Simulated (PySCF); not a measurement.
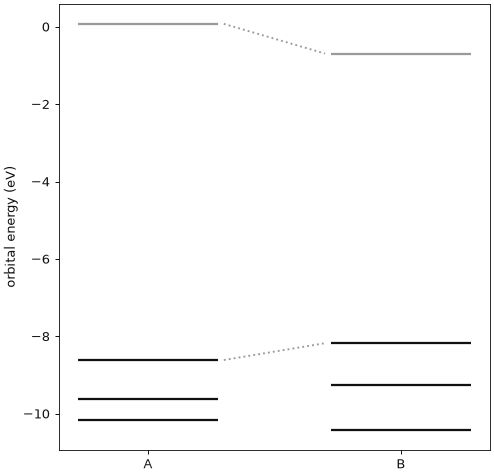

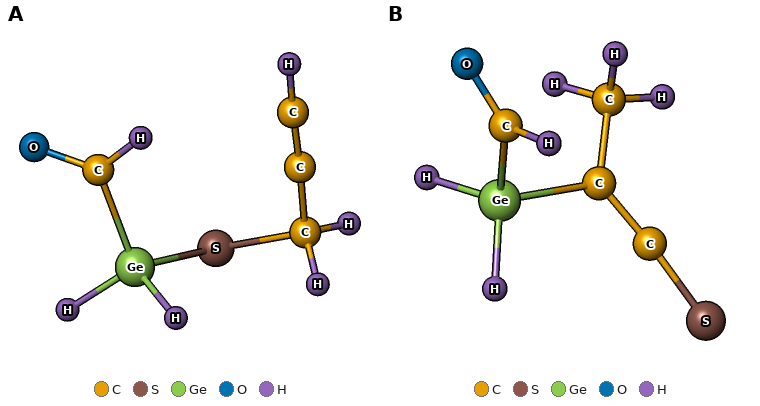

Related molecules: A is C₄H₆GeOS, SMILES C#CC[S][GeH2][CH]=O, singlet; B is C₄H₆GeOS, SMILES C[C](=C=S)[GeH2][CH]=O, singlet. Frontier orbital energies, ωB97X-D/def2-SVPD in PySCF, at a GFN2-xTB geometry (no frequency check); drawn are at most three filled levels and, in grey, the LUMO with any level within 0.03 eV of it; dotted lines join the HOMOs and the LUMOs.

Question: What does the change do to the frontier levels?

Answer: From A to B the HOMO rises by 0.43 eV and the LUMO falls by 0.77 eV, so the separation goes from 8.69 to 7.49 eV.

Caveats, for all or some of the runs: empty levels above zero depend strongly on the basis; one conformer of a flexible molecule; the tight-binding geometry is rougher than a DFT one and adds to the error.
